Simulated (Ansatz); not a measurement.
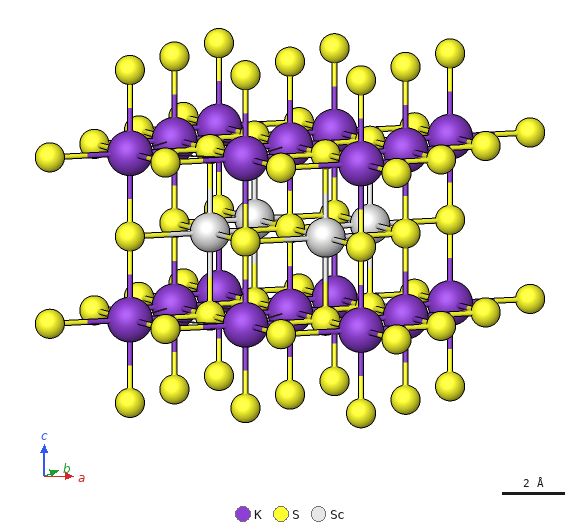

A crystal of KScS$_{2}$ (a generated structure, set up in P4/mmm), before the relaxation. The picture is a ball-and-stick view of the cell of the calculation, repeated 2 × 2 × 1 with one cell outlined, seen slightly off an axis.

These are results of Ansatz, DFT, LDA, plane waves, PAW, not measurements.

Input
```yaml
crystal:
  lattice:
    - [4.051301563, 0.0, 0.0]
    - [0.0, 4.051301563, 0.0]
    - [0.0, 0.0, 5.4821041212]
  atoms:
    - { symbol: K, position: [0.0, 0.0, 0.0] }
    - { symbol: S, position: [0.0, 0.0, 0.5] }
    - { symbol: Sc, position: [0.5, 0.5, 0.5] }
    - { symbol: S, position: [0.5, 0.5, 0.0] }
kpoints:
  mp_grid: { grid: [6, 6, 4] }
hamiltonian:
  xc: lda
scf:
  occupations: { method: fermi_dirac, width: 0.02 }
relax:
  f_tol: 0.005
  cell: {}
```

Launched with:
```bash
ansatz run input.yaml --threads 2 --pin off --max-ram 2211MiB --backend cpu --events-out ev --progress --plain --runs-dir out
```

Question: What does the optimiser find from here?

Answer: No atom moves by more than 0.005 Å relative to the cell. Cell: a = b 4.051 → 3.926 Å (−3.1 %), c 5.482 → 5.364 Å (−2.2 %). Volume −8.1 %. Near-neighbour distances that change, for instance: S2–Sc3 2.865 → 2.776 Å, K1–S4 2.865 → 2.776 Å, K1–S2 2.741 → 2.682 Å, Sc3–S4 2.741 → 2.682 Å. The space group stays P4/mmm (No. 123). After 4 accepted moves (5 points after the start) the energy has fallen by 29.8 meV per atom. All forces vanish by symmetry, so only the cell relaxes. The pressure goes from −4.85 to 0.00 GPa. At 1 point the geometry stayed and the basis and grid were re-selected for the new cell (energy shift of 0.1 meV per atom at most each time). Cost: 6.7 s on 2 threads of Intel(R) Xeon(R) Platinum 8375C CPU @ 2.90GHz (Ice Lake), with other jobs on the host, peak memory 0.55 GiB.

Step by step:

| step | E − E(0), meV/atom | pressure, GPa | volume, Å³/atom | note |
| --- | --- | --- | --- | --- |
| 0 | 0.00 | -4.85 | 22.495 |  |
| 1 | -17.56 | 3.99 | 19.632 |  |
| 2 | -29.60 | -0.50 | 20.829 |  |
| 3 | -29.88 | -0.04 | 20.684 |  |
| 4 | -29.88 | 0.00 | 20.671 |  |
| 5 | -29.80 | 0.00 | 20.671 | same geometry, new basis |

The structure at the end:

```xyz
4
Lattice="3.9262 0.0000 0.0000 0.0000 3.9262 0.0000 0.0000 0.0000 5.3640" Properties=species:S:1:pos:R:3 pbc="T T T"
K     3.9262    3.9262    0.0000
S     3.9262    3.9262    2.6820
Sc    1.9631    1.9631    2.6820
S     1.9631    1.9631    0.0000
```

After the run, drawn alike:

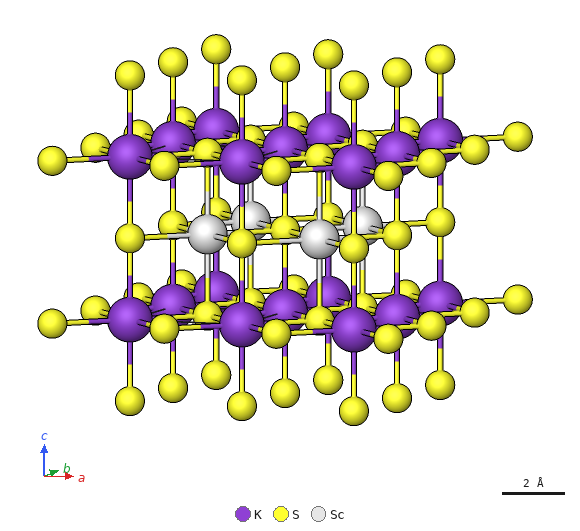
